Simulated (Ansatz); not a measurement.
# Calculations on C2H3F2

## 1. Relaxation

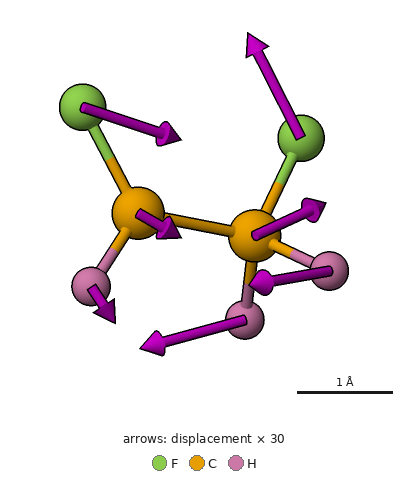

This is a relaxation of C₂H₃F₂ (charge +1). The starting structure is drawn; purple arrows show the displacements, magnified 30 times. The two geometries are superimposed by the best rigid fit.

The picture is a ball-and-stick view, seen at a tilt.

The run prepares an end point of a later path (torsion) calculation, from a guessed geometry.

The calculation used RKS r2SCAN/def2-SVP (Ansatz 0.2.0).

Input file:
```yaml
crystal:
  periodic: [false, false, false]
  atoms:
    - { symbol: F, position_ang: [-1.38362, 0.50354, -1.0872] }
    - { symbol: C, position_ang: [-0.34281, 0.64923, -0.39252] }
    - { symbol: C, position_ang: [0.27115, -0.44418, 0.29396] }
    - { symbol: F, position_ang: [-0.32494, -1.62818, 0.15814] }
    - { symbol: H, position_ang: [0.05854, 1.66894, -0.35254] }
    - { symbol: H, position_ang: [1.3476, -0.53873, -0.00603] }
    - { symbol: H, position_ang: [0.37408, -0.21062, 1.38619] }
total_charge: 1
basis:
  gaussian: { orbitals: def2-SVP }
hamiltonian:
  xc: r2scan
relax:
  f_tol: 0.015
  max_steps: 40
```

Command:
```bash
ansatz run input.yaml --threads 1 --pin off --max-ram 2048MiB --backend cpu --events-out ev --progress --plain --runs-dir out
```

> What happened in the run?

The energy falls by 0.060 eV in 4 accepted moves (5 points after the start). Largest force component: 1.3 eV/Å at the start, 0.0056 eV/Å at the end. The line search rejected the trial step at point 4 of the run. The largest moves after the best rigid fit, 0.042 Å, are those of F4, H6 and H7. Largest moves by element: H 0.042 Å, F 0.042 Å, C 0.035 Å. Among the contacts that change: C2–C3 1.430 → 1.442 Å, F1–C2 1.260 → 1.249 Å, C2–H5 1.097 → 1.106 Å, C3–F4 1.333 → 1.327 Å. Among the angles between lasting bonds that change: F4–C3–H6 109.1° → 113.5°, C2–C3–H6 110.4° → 106.1°.

## 2. Relaxation

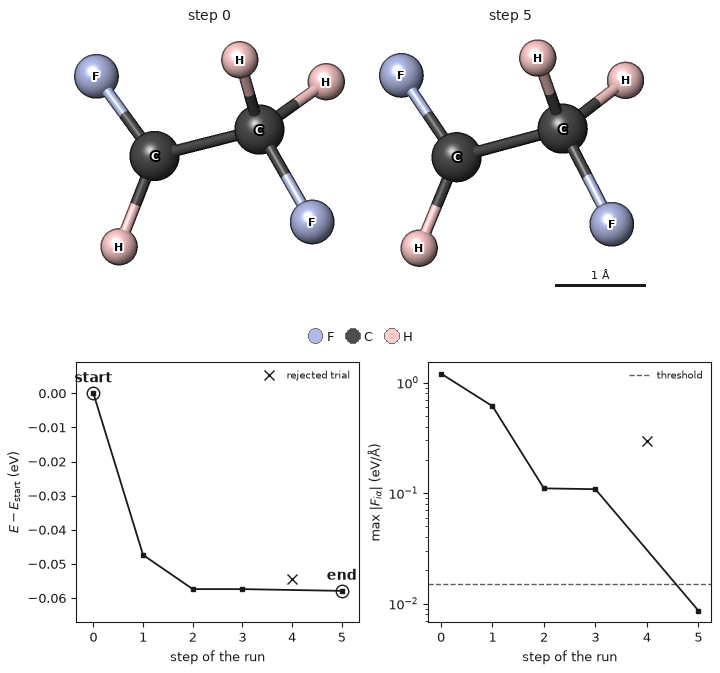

First and last geometry of a relaxation of C₂H₃F₂ (charge +1), with the history of the run. A ball-and-stick model, seen at a tilt.

The run prepares an end point of a later path (torsion) calculation, from a guessed geometry.

Method: RKS r2SCAN/def2-SVP (Ansatz 0.2.0). Settings: no spin polarisation; force threshold 0.015 eV/Å; at most 40 steps.

Q: Did the run converge, and what did it change?

A: It converged. The largest move after the best rigid fit is that of an F atom, 0.053 Å. By element the largest moves are F 0.053 Å, H 0.040 Å, C 0.031 Å. Near-neighbour distances that change, for instance: C–C 1.430 → 1.449 Å, C–H 1.097 → 1.108 Å, C–F 1.260 → 1.253 Å. Among the angles between lasting bonds that change: F–C–H 109.1° → 112.8°, C–C–F 116.0° → 112.7°, C–C–H 110.3° → 107.5°. The energy falls by 0.058 eV in 4 accepted moves (5 points after the start). The largest force component goes from 1.2 to 0.0086 eV/Å. The line search rejected the trial step at point 4 of the run.

## 3. Path

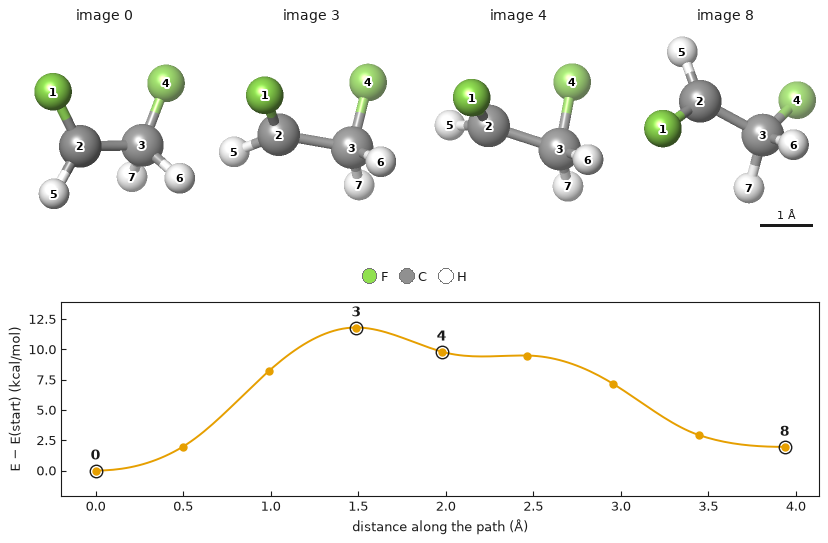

A search for the minimum-energy path of C₂H₃F₂ (charge +1) by the nudged elastic band. Images are numbered from 0 (start) to 8 (end). A ball-and-stick model, seen at a tilt.

The calculation used RKS r2SCAN/def2-SVP (Ansatz).

Input file:
```yaml
crystal:
  periodic: [false, false, false]
  atoms:
    - { symbol: F, position_ang: [-1.363184, 0.47517, -1.064972] }
    - { symbol: C, position_ang: [-0.330664, 0.639497, -0.381726] }
    - { symbol: C, position_ang: [0.271268, -0.478193, 0.302322] }
    - { symbol: F, position_ang: [-0.358592, -1.633442, 0.133782] }
    - { symbol: H, position_ang: [0.071495, 1.669312, -0.343216] }
    - { symbol: H, position_ang: [1.346253, -0.501549, -0.025978] }
    - { symbol: H, position_ang: [0.363424, -0.170795, 1.379788] }
total_charge: 1
basis:
  gaussian: { orbitals: def2-SVP }
hamiltonian:
  xc: r2scan
neb:
  order_check: false
  images: 7
  f_tol: 0.05
  max_iterations: 49
  initial_path: idpp
  final_atoms:
    - { symbol: F, position_ang: [0.05507864, 1.7468341, -0.37531658] }
    - { symbol: C, position_ang: [-0.40201788, 0.58113189, -0.41778289] }
    - { symbol: C, position_ang: [0.27773984, -0.47421429, 0.30537923] }
    - { symbol: F, position_ang: [-0.3193539, -1.65687187, 0.16848561] }
    - { symbol: H, position_ang: [-1.31968741, 0.43654395, -1.02234609] }
    - { symbol: H, position_ang: [1.34749577, -0.48390794, -0.03554299] }
    - { symbol: H, position_ang: [0.36074494, -0.14951583, 1.37712371] }
```

Launched with:
```bash
ansatz run input.yaml --threads 1 --pin off --max-ram 2048MiB --backend cpu --events-out ev --progress --plain --runs-dir out
```

**Describe the mechanism and the energy profile.**

The motion is a rotation about the C2–C3 bond by about 180°. No bond forms or breaks between the ends. Among the angles between lasting bonds that change up to the highest image: C2–C3–F4 114.6° → 97.2°, H6–C3–H7 102.0° → 111.8°. The energy climbs by 11.8 kcal/mol to image 3 and then falls by 9.9 kcal/mol, so the end point sits at +2.0 kcal/mol. The band converged in 9 iterations, with a climbing image at the top.
